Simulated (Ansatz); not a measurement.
# What LaGaS3 (model cell, started as cubic perovskite with Ga in the octahedra) distorts into, part 2 of 3

Which phase does LaGaS3 (model cell, started as cubic perovskite with Ga in the octahedra) fall into along its unstable mode, and how much energy does it gain?

Ansatz 0.2.0; DFT PBEsol, scalar-relativistic, plane waves, PAW; PAW set soft_1.

So far, highest frequency on the path or at a solved wavevector (cm⁻¹): step 2 (the dispersion) 431. Also lowest frequency on the path (cm⁻¹): step 2 -185.

The structure was built from a prototype and need not be the compound's stable phase.

## Step 3: The mode frozen in, largest atomic shift 0 Å

The mode followed lies at q = (-0.5, -0.5, -0.5) with frequency 185.0i cm⁻¹ and is 3-fold degenerate, the softest among the wavevectors solved. At small amplitude the distorted cell has space group no. 140 by a symmetry search on the positions. The undistorted cell that holds it gives the zero of energy on the same k mesh.

System of this step: LaGaS3 (model cell, started as cubic perovskite with Ga in the octahedra). Symmetry: Pm-3m, No. 221, cubic system. Conventional cell: a = 4.679 Å, b = 4.679 Å, c = 4.679 Å, α = 90.00°, β = 90.00°, γ = 90.00°. Nearest to La lie 12 S at 3.31 Å. Ga has 6 S at 2.34 Å nearest. S has 2 Ga at 2.34 Å and 4 La at 3.31 Å nearest. Farther neighbours and most contacts between anions are not listed.

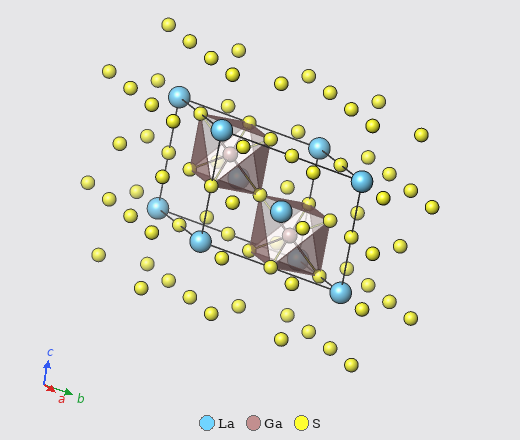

The cell of this step (lanthanum blue, gallium pink, sulfur yellow). Some periodic images of atoms are drawn too.

Contents of input.yaml:

```yaml
crystal:
  lattice:
    - [4.6785878409, 4.6785878409, 0.0]
    - [4.6785878409, 0.0, 4.6785878409]
    - [4.6785878409, 0.0, -4.6785878409]
  atoms:
    - { symbol: La, position: [0.0, 0.5, 0.5] }
    - { symbol: La, position: [0.0, 0.0, 1.0] }
    - { symbol: Ga, position: [0.5, 0.25, 0.75] }
    - { symbol: Ga, position: [0.5, 0.75, 0.25] }
    - { symbol: S, position: [0.5, 0.5, 0.5] }
    - { symbol: S, position: [0.5, 0.0, 0.0] }
    - { symbol: S, position: [0.0, 0.5, 0.0] }
    - { symbol: S, position: [0.0, 0.0, 0.5] }
    - { symbol: S, position: [0.5, 0.5, 0.0] }
    - { symbol: S, position: [0.5, 0.0, 0.5] }
kpoints:
  mp_grid: { grid: [8, 8, 8] }
hamiltonian:
  xc: pbesol
  pseudopotentials: { kind: paw, azcp: { folder: soft_1 }, xc_functional: pbe }
scf:
  occupations: { method: methfessel_paxton, width: 0.2 }
output:
  forces: true
  stress: true
  eigenvalues: true
```

Launch:

```bash
ansatz run input.yaml --threads 8 --pin off --max-ram 16384MiB --backend cpu --events-out ev --progress --plain --runs-dir out
```

Numbers of over 12 decimals in the logs are rounded to 6 here.

What it wrote:

```text
[...]
Crystal: 10 atoms, lattice volume = 204.821 Å³
Basis set: ecut = 420 eV, 4015 PW (Γ), exchange–correlation on 90×90×90 points (8 copies of the dense FFT grid, shifted against one another)
Bands: 52, of which v1, the nominal top of the filled ones, is band 42 counted from 1 (41 counted from 0)
Symmetry: 96 space group operations
[...]
k-points: 29 of 512
[...]
k-point 0: bands = [... 38 lower, 8.9231, 8.9231, 9.3982, 9.3982, 9.3982, 10.6299, 10.6299, 11.0818, ... 6 higher]
  k-point 1: bands = [... 38 lower, 8.7834, 8.7834, 9.2408, 9.2408, 9.3205, 10.7621, 10.7621, 11.0759, ... 6 higher]
  k-point 2: bands = [... 38 lower, 8.7492, 8.9841, 9.0357, 9.0357, 9.1105, 10.9250, 10.9250, 11.0508, ... 6 higher]
  k-point 28: bands = [... 38 lower, 8.2203, 8.2203, 8.4899, 8.4899, 11.0275, 11.0275, 11.0659, 11.0659, ... 6 higher]
[key lines of the parts left out:]
SCF converged after 9 iterations
Free energy (F): -25130.135935 eV
Fermi energy:    9.263430 eV
P = ⅓ Tr σ = 0.0085 GPa (0.085 kbar)
```

Run time: 3.9 s. Hardware: 8 threads of Arm Neoverse V1, shared host; peak memory 0.96 GiB.

Numbers from this step:

- pressure: 0.008547 GPa
- energy from the undistorted cell: 0 meV/atom

The run ends at a pressure of 0.01 GPa.

## Step 4: The mode frozen in, largest atomic shift 0.6 Å

The atoms are moved along the unstable eigenvector, the largest shift by 0.6 Å, with the cell fixed.

input.yaml, the sections that differ from step 3:

```yaml
crystal:
  lattice:
    - [4.6785878409, 4.6785878409, 0.0]
    - [4.6785878409, 0.0, 4.6785878409]
    - [4.6785878409, 0.0, -4.6785878409]
  atoms:
    - { symbol: La, position: [0.0, 0.5, 0.5] }
    - { symbol: La, position: [0.0, 0.0, 1.0] }
    - { symbol: Ga, position: [0.5, 0.25, 0.75] }
    - { symbol: Ga, position: [0.5, 0.75, 0.25] }
    - { symbol: S, position: [0.5, 0.5641219125, 0.5641219125] }
    - { symbol: S, position: [0.5, -0.0641219125, -0.0641219125] }
    - { symbol: S, position: [0.0, 0.5, 0.0] }
    - { symbol: S, position: [0.0, 0.0, 0.5] }
    - { symbol: S, position: [0.5, 0.4358780875, 0.0641219125] }
    - { symbol: S, position: [0.5, 0.0641219125, 0.4358780875] }
# kpoints, hamiltonian, scf, output: as in step 3
```

What it wrote:

```text
[...]
Crystal: 10 atoms, lattice volume = 204.821 Å³
Basis set: ecut = 420 eV, 4015 PW (Γ), exchange–correlation on 90×90×90 points (8 copies of the dense FFT grid, shifted against one another)
Bands: 52, of which v1, the nominal top of the filled ones, is band 42 counted from 1 (41 counted from 0)
Symmetry: 16 space group operations
[...]
k-points: 59 of 512
[...]
k-point 0: bands = [... 38 lower, 8.5074, 8.7374, 8.7374, 8.7427, 8.8147, 10.8113, 11.4590, 11.4590, ... 6 higher]
  k-point 1: bands = [... 38 lower, 8.4886, 8.5837, 8.6021, 8.7111, 9.1561, 10.9067, 11.4447, 11.4581, ... 6 higher]
  k-point 2: bands = [... 38 lower, 8.4038, 8.5143, 8.6075, 8.6406, 9.5766, 11.1134, 11.4201, 11.4245, ... 6 higher]
  k-point 58: bands = [... 38 lower, 8.2899, 8.3733, 8.3733, 8.6626, 11.4193, 11.4193, 11.4430, 11.5180, ... 6 higher]
[key lines of the parts left out:]
SCF converged after 9 iterations
Free energy (F): -25131.437942 eV
Fermi energy:    8.810947 eV
P = ⅓ Tr σ = 0.5156 GPa (5.156 kbar)
```

It took 8.4 s on 8 threads; peak memory 1.1 GiB; 64 s of CPU time.

Numbers from this step:

```
pressure                         : 0.5156 GPa
gap on the k-mesh                : 0.05960 eV
energy from the undistorted cell : -130.7 meV/atom
```

The energy, extrapolated to zero smearing, is -130.74 meV/atom against the undistorted cell.

The run ends at a pressure of 0.52 GPa, with forces up to 0.15 eV/Å.

## Step 5: Energy along the mode, all amplitudes (two of the runs are shown above)

An imaginary frequency means negative curvature, so the energy should fall and then rise again as anharmonic terms take over.

Numbers from this step:

| Quantity | Value |
| --- | --- |
| depth at the lowest point sampled | 130.7 meV/atom |
| largest atomic shift at that point | 0.6 Å |

The energy from the parent by largest atomic shift:

| largest atomic shift (Å) | energy from the parent (meV/atom) |
| --- | --- |
| 0.000 | 0 |
| 0.040 | -1.34 |
| 0.080 | -5.29 |
| 0.140 | -15.6 |
| 0.220 | -36.0 |
| 0.320 | -66.8 |
| 0.450 | -105 |
| 0.600 | -131 |

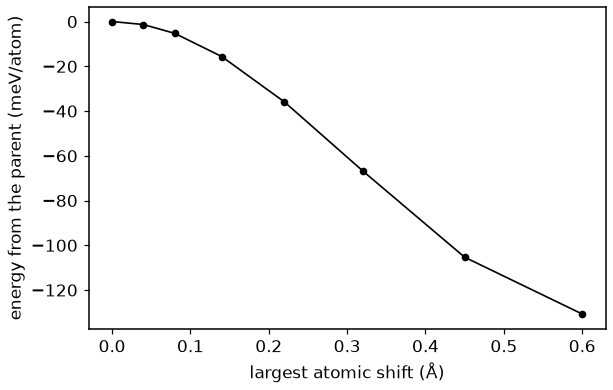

Energy from the parent, plotted against largest atomic shift.

Displacement at unit largest shift by atom:

| atom | x (Å) | y (Å) | z (Å) | size |
| --- | --- | --- | --- | --- |
| La1 | 0.00 | 0.00 | 0.00 | 0.00 |
| La2 | 0.00 | 0.00 | 0.00 | 0.00 |
| Ga3 | 0.00 | 0.00 | 0.00 | 0.00 |
| Ga4 | 0.00 | 0.00 | 0.00 | 0.00 |
| S5 | 1.00 | 0.00 | 0.00 | 1.00 |
| S6 | -1.00 | 0.00 | 0.00 | 1.00 |
| S7 | 0.00 | 0.00 | 0.00 | 0.00 |
| S8 | 0.00 | 0.00 | 0.00 | 0.00 |
| S9 | 0.00 | 0.00 | -1.00 | 1.00 |
| S10 | 0.00 | 0.00 | 1.00 | 1.00 |

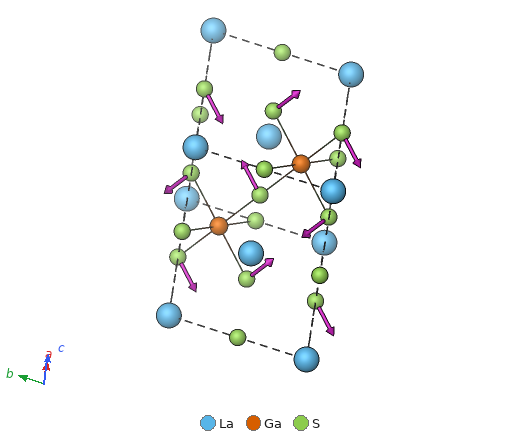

Displacement at unit largest shift as arrows, the longest 1 Å. Some periodic images of atoms are drawn too.

The lowest of the steps tried is the last one, at 0.6 Å, 131 meV/atom below the parent; the bottom of the well need not coincide with a step.

## Step 6: Relaxation from the frozen mode

Starting from the lowest point found, all atoms and the cell are let go, so that strain and other modes of the same symmetry can join in.

input.yaml: that of step 4 with these lines changed.

```diff
@@ -27 +27,6 @@
   eigenvalues: true
+relax:
+  adjacent_minimum: "off"
+  f_tol: 0.002
+  max_steps: 120
+  cell: { stress_tol: 0.03 }
```

What it wrote:

```text
[...]
Crystal: 10 atoms, lattice volume = 204.821 Å³
Basis set: ecut = 420 eV, 4015 PW (Γ), exchange–correlation on 90×90×90 points (8 copies of the dense FFT grid, shifted against one another)
Bands: 52, of which v1, the nominal top of the filled ones, is band 42 counted from 1 (41 counted from 0)
Symmetry: 16 space group operations
[...]
k-points: 59 of 512
[...]
SCF iter   1: F=—  HF=-25133.052448 eV  |F-HF|=—  |Δ(HF+E_count)|=         —  Δρ=4.37e-2  dr2=7.27e0  ethr=3.10e-3  ⟨swp⟩=5.9  Hψ=11629  notcnv=0
[...]
SCF iter   9: F=-25131.437942 eV  HF=-25131.437942 eV  |F-HF|=8.33e-9  |Δ(HF+E_count)|=   1.13e-7  S|Δr|=    0.00e0  Δρ=4.09e-6  dr2=4.59e-8  ethr=1.19e-10  ⟨swp⟩=16.7  Hψ=23368  notcnv=0
SCF 1 converged in 9 iterations: F = -25131.437942 eV  dr2 = 4.59e-8
[...]
relax step   1: F+E_penalty+E_count = -25131.43794180 eV  Δ(F+E_penalty+E_count) = +0.000e0 eV  max|allowed force component| = 1.480e-1 eV/Å  Δτ_max = 0.0000 Å  P = +0.516 GPa  Ω = 204.821 Å³  (9 SCF iters, dr2 threshold 1.00e-7 eV, accepted)
Crystal: 10 atoms, lattice volume = 203.546 Å³
Basis set: ecut = 420 eV, 3951 PW (Γ), exchange–correlation on 90×90×90 points (8 copies of the dense FFT grid, shifted against one another)
[...]
SCF iter   6: F=-25131.603616 eV  HF=-25131.603616 eV  |F-HF|=2.48e-8  |Δ(HF+E_count)|=   3.98e-7  S|Δr|=    0.00e0  Δρ=1.47e-5  dr2=4.72e-7  ethr=1.19e-9  ⟨swp⟩=11.9  Hψ=21065  notcnv=0
SCF 2 converged in 6 iterations: F = -25131.603616 eV  dr2 = 4.72e-7
relax step   2: F+E_penalty+E_count = -25131.60361610 eV  Δ(F+E_penalty+E_count) = -1.657e-1 eV  max|allowed force component| = 1.160e-1 eV/Å  Δτ_max = 0.0832 Å  P = +0.791 GPa  Ω = 203.546 Å³  energy of the carried Pulay correction = +2.110e-4 eV  (6 SCF iters, dr2 threshold 1.00e-6 eV, accepted)
Crystal: 10 atoms, lattice volume = 205.782 Å³
Basis set: ecut = 420 eV, 4025 PW (Γ), exchange–correlation on 90×90×90 points (8 copies of the dense FFT grid, shifted against one another)
[...]
SCF iter   7: F=-25131.678950 eV  HF=-25131.678950 eV  |F-HF|=2.10e-8  |Δ(HF+E_count)|=   1.46e-7  S|Δr|=    0.00e0  Δρ=5.77e-6  dr2=1.21e-7  ethr=1.19e-9  ⟨swp⟩=14.4  Hψ=19398  notcnv=0
SCF 3 converged in 7 iterations: F = -25131.678950 eV  dr2 = 1.21e-7
[...]
relax step   3: F+E_penalty+E_count = -25131.67894999 eV  Δ(F+E_penalty+E_count) = -7.533e-2 eV  max|allowed force component| = 2.646e-2 eV/Å  Δτ_max = 0.0109 Å  P = -0.720 GPa  Ω = 205.782 Å³  energy of the carried Pulay correction = -1.581e-4 eV  (7 SCF iters, dr2 threshold 1.00e-6 eV, accepted)
[...]
relax step   4: F+E_penalty+E_count = -25131.68880328 eV  Δ(F+E_penalty+E_count) = -9.853e-3 eV  max|allowed force component| = 2.523e-5 eV/Å  Δτ_max = 0.0022 Å  P = +0.220 GPa  Ω = 203.663 Å³  energy of the carried Pulay correction = +1.916e-4 eV  (6 SCF iters, dr2 threshold 1.00e-6 eV, accepted)
[...]
relax step   5: F+E_penalty+E_count = -25131.68916303 eV  Δ(F+E_penalty+E_count) = -3.597e-4 eV  max|allowed force component| = 1.148e-3 eV/Å  Δτ_max = 0.0026 Å  P = -0.092 GPa  Ω = 204.434 Å³  energy of the carried Pulay correction = +6.382e-5 eV  (5 SCF iters, dr2 threshold 2.30e-7 eV, accepted)
[...]
relax step   6: F+E_penalty+E_count = -25131.68938893 eV  Δ(F+E_penalty+E_count) = -2.259e-4 eV  max|allowed force component| = 4.976e-6 eV/Å  Δτ_max = 0.0011 Å  P = +0.005 GPa  Ω = 204.191 Å³  energy of the carried Pulay correction = +1.040e-4 eV  (5 SCF iters, dr2 threshold 5.07e-8 eV, accepted)
[...]
SCF iter   6: F=-25131.689650 eV  HF=-25131.689650 eV  |F-HF|=7.28e-12  |Δ(HF+E_count)|=  1.35e-10  S|Δr|=    0.00e0  Δρ=8.30e-8  dr2=1.46e-11  ethr=1.00e-12  ⟨swp⟩=6.9  Hψ=13112  notcnv=0
SCF 7 converged in 6 iterations: F = -25131.689650 eV  dr2 = 1.46e-11
relax step   7: F+E_penalty+E_count = -25131.68964980 eV  Δ(F+E_penalty+E_count) = -2.609e-4 eV  max|allowed force component| = 2.199e-5 eV/Å  Δτ_max = 0.0000 Å  P = +0.008 GPa  Ω = 204.191 Å³  stress off target by 2.49e-2 GPa  SCF on the basis re-selected at this cell (its energy is not comparable with the rows above)  (6 SCF iters)
basis re-selected at this cell: Δ(F+E_penalty+E_count) = -2.609e-4 eV, ΔP = +0.003 GPa vs the last step (what re-selecting the basis moved, of the pressure what is left beyond the Pulay correction that the steps carried, after the strain that the cell walked since its last selection, with what the two solves' SCF thresholds leave and, on support functions, any second-order correction that the steps lacked; it is no m [...]
SCF converged after 6 iterations
[...]
Free energy (F): -25131.689650 eV
[...]
Internal energy: -25131.702764 eV  (E = F + TS)
E sigma→0 (E₀):  -25131.692928 eV
Entropy (-TS):   0.013114 eV (1.311 meV/atom)
Fermi energy:    9.052368 eV
[...]
--- Forces (eV/Å), atoms counted from 1 ---
  atom   1  La     0.00000000     0.00000000     0.00000000
  atom   2  La     0.00000000     0.00000000     0.00000000
  atom   3  Ga     0.00000000     0.00000000     0.00000000
  atom   4  Ga     0.00000000     0.00000000    -0.00000000
  atom   5  S      0.00002199     0.00000000     0.00000000
  atom   6  S     -0.00002199     0.00000000     0.00000000
  atom   7  S     -0.00000000     0.00000000     0.00000000
  atom   8  S     -0.00000000     0.00000000     0.00000000
  atom   9  S      0.00000000     0.00000000    -0.00002199
  atom  10  S      0.00000000     0.00000000     0.00002199
  max |Σ_I F_I| component: 3.47e-18 eV/Å
--- Stress (GPa, compression-positive) ---
       -0.000935       0.000000       0.000000
        0.000000       0.024936       0.000000
        0.000000       0.000000      -0.000935
  P = ⅓ Tr σ = 0.0077 GPa (0.077 kbar)
--- Band table (eV; the first three rows and the last of 59) ---
  k-point 0: bands = [... 38 lower, 8.6408, 8.6611, 8.9686, 8.9686, 9.2742, 10.5405, 11.4853, 11.4853, ... 6 higher]
  k-point 1: bands = [... 38 lower, 8.4668, 8.4774, 8.7474, 8.9340, 9.6592, 10.6380, 11.4751, 11.4849, ... 6 higher]
  k-point 2: bands = [... 38 lower, 8.3507, 8.3691, 8.5970, 8.8306, 10.0711, 10.8811, 11.4495, 11.4634, ... 6 higher]
  k-point 58: bands = [... 38 lower, 8.4899, 8.5614, 8.7871, 8.7871, 11.3507, 11.4737, 11.4737, 11.5512, ... 6 higher]
--- Relaxed structure (6 steps of the walk, 6 accepted, 1 SCFs on fresh bases) ---
  F+E_penalty+E_count = -25131.68964980 eV   max|allowed force component| = 2.199e-5 eV/Å   (the final SCF, on the basis selected at the relaxed cell)
  cell:  # Å, volume = 204.1913 Å³
    - [4.551048, 4.929290, 0]
    - [4.551048, 0, 4.551048]
    - [4.551048, 0, -4.551048]
  atoms:
    - { symbol: La, position: [0, 0.5, 0.5] }
    - { symbol: La, position: [0, 0.0, 1.0] }
    - { symbol: Ga, position: [0.5, 0.250000, 0.750000] }
    - { symbol: Ga, position: [0.5, 0.750000, 0.250000] }
    - { symbol: S, position: [0.5, 0.573787, 0.573787] }
    - { symbol: S, position: [0.5, -0.073787, -0.073787] }
    - { symbol: S, position: [0, 0.5, 0.0] }
    - { symbol: S, position: [0, 0.0, 0.5] }
    - { symbol: S, position: [0.5, 0.426213, 0.073787] }
    - { symbol: S, position: [0.5, 0.073787, 0.426213] }
```

It took 54 s on 8 threads; peak memory 1.2 GiB; 7 min of CPU time.

Relaxation path:

| step | energy less that of the first step (eV) | largest force component (eV/Å) | pressure (GPa) | volume (Å³) |
| --- | --- | --- | --- | --- |
| 1 | 0.0000 | 0.1480 | 0.52 | 204.82 |
| 2 | -0.1657 | 0.1160 | 0.79 | 203.55 |
| 3 | -0.2410 | 0.0265 | -0.72 | 205.78 |
| 4 | -0.2509 | 0.0000 | 0.22 | 203.66 |
| 5 | -0.2512 | 0.0011 | -0.09 | 204.43 |
| 6 | -0.2514 | 0.0000 | 0.00 | 204.19 |
| 7* | -0.2517 | 0.0000 | 0.01 | 204.19 |

Relaxation steps marked * repeat the geometry before them on a plane-wave basis chosen anew for their cell, so energy and pressure can jump there.

The run keeps the 16 symmetry operations that it works with, so distortions that break them were not tested.

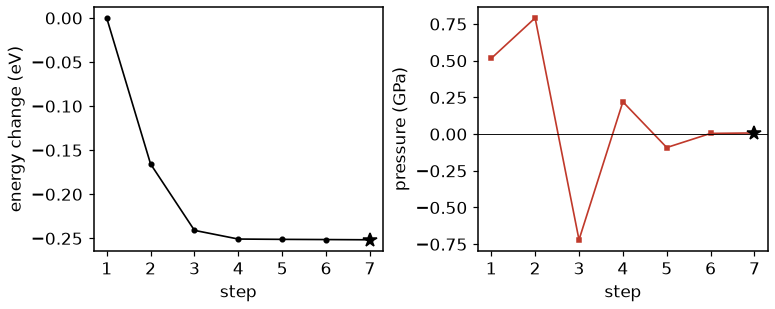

Energy and pressure along the relaxation. Stars mark steps on a basis chosen anew.

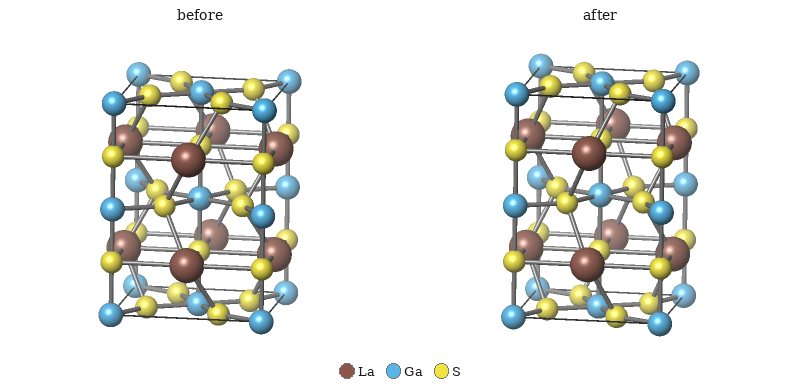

The structure before and after the relaxation, drawn at the same scale.

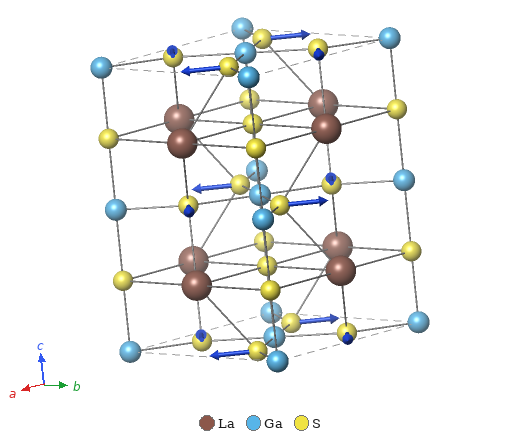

Displacements in the relaxation, exaggerated, measured against the changing cell; the longest in the cell stands for 0.09 Å. Some periodic images of atoms are drawn too.

| conventional cell, symmetrised | before | after | change |
| --- | --- | --- | --- |
| a (Å) | 6.617 | 6.436 | -2.7 % |
| b (Å) | 6.617 | 6.436 | -2.7 % |
| c (Å) | 9.357 | 9.859 | +5.4 % |
| volume (Å³/atom) | 20.48 | 20.42 | -0.3 % |

The atoms that moved most (Å, as changes of fractional coordinates times the final cell):

| atom | dx | dy | dz | length |
| --- | --- | --- | --- | --- |
| S10 | 0.000 | 0.000 | 0.088 | 0.088 |
| S6 | -0.088 | 0.000 | 0.000 | 0.088 |
| S9 | 0.000 | 0.000 | -0.088 | 0.088 |
| S5 | 0.088 | 0.000 | 0.000 | 0.088 |

Numbers from this step:

* pressure: 0.007689 GPa
* volume per atom: 20.42 Å³
* gap on the k-mesh: 0.2669 eV

The distorted start has space group I4/mcm; the relaxation ends in I4/mcm.

## Step 7: The new phase in its own primitive cell

The relaxed structure is symmetrised, reduced to its primitive cell and relaxed tightly, as its phonons need.

Contents of input.yaml:

```yaml
crystal:
  lattice:
    - [-3.2180770616, 3.2180770616, 4.9292900569]
    - [3.2180770616, -3.2180770616, 4.9292900569]
    - [3.2180770616, 3.2180770616, -4.9292900569]
  atoms:
    - { symbol: La, position: [0.25, 0.75, 0.5] }
    - { symbol: La, position: [0.75, 0.25, 0.5] }
    - { symbol: Ga, position: [0.0, 0.0, 0.0] }
    - { symbol: Ga, position: [0.5, 0.5, 0.0] }
    - { symbol: S, position: [0.1762126106, 0.6762126106, 0.8524252211] }
    - { symbol: S, position: [0.8237873894, 0.3237873894, 0.1475747789] }
    - { symbol: S, position: [0.75, 0.75, 0.0] }
    - { symbol: S, position: [0.25, 0.25, 0.0] }
    - { symbol: S, position: [0.6762126106, 0.8237873894, 0.5] }
    - { symbol: S, position: [0.3237873894, 0.1762126106, 0.5] }
kpoints:
  mp_grid: { grid: [8, 8, 8] }
hamiltonian:
  xc: pbesol
  pseudopotentials: { kind: paw, azcp: { folder: soft_1 }, xc_functional: pbe }
scf:
  occupations: { method: fixed }
output:
  forces: true
  stress: true
  eigenvalues: true
relax:
  adjacent_minimum: "off"
  f_tol: 0.001
  max_steps: 60
  cell: { stress_tol: 0.01 }
```

What it wrote:

```text
[...]
Crystal: 10 atoms, lattice volume = 204.191 Å³
Basis set: ecut = 420 eV, 3969 PW (Γ), exchange–correlation on 90×90×90 points (8 copies of the dense FFT grid, shifted against one another)
Bands: 52, of which v1, the nominal top of the filled ones, is band 42 counted from 1 (41 counted from 0)
Symmetry: 16 space group operations
[...]
k-points: 59 of 512
[...]
- { symbol: La, position: [0.75, 0.250000, 0.500000] }
    - { symbol: Ga, position: [0, 0, 0] }
    - { symbol: Ga, position: [0.5, 0.5, 0] }
    - { symbol: S, position: [0.176291, 0.676291, 0.852582] }
    - { symbol: S, position: [0.823709, 0.323709, 0.147418] }
    - { symbol: S, position: [0.75, 0.75, 0] }
    - { symbol: S, position: [0.25, 0.25, 0] }
    - { symbol: S, position: [0.676291, 0.823709, 0.500000] }
    - { symbol: S, position: [0.323709, 0.176291, 0.500000] }
[key lines of the parts left out:]
SCF converged after 7 iterations
Free energy (F): -25131.695151 eV
Fermi energy:    9.004335 eV
P = ⅓ Tr σ = -0.0002 GPa (-0.002 kbar)
```

The job ended after 28 s (8 threads; peak memory 1.2 GiB).

Little changed from the start: no atom moved by 0.005 Å and no cell edge by 0.1 %.

Numbers from this step:

```
pressure           : -1.54e-4 GPa
gap on the k-mesh  : 0.2659 eV
direct gap on mesh : 0.3046 eV
```

The largest force component left is 0.43 meV/Å and the pressure is 0.000 GPa, within the tolerances set. The cell now holds 20.42 Å³/atom.

(Part 2 of 3 ends here.)

[Logs are printed without paths, hosts, clocks, repeated set-up lines and the standing remarks that a program may print on its own settings, such as how far it seeks lower states.]

[Hosts, paths, dates, database ids (printed as entryN), source tags and the programs' standing remarks are cut or masked in the printed files.]
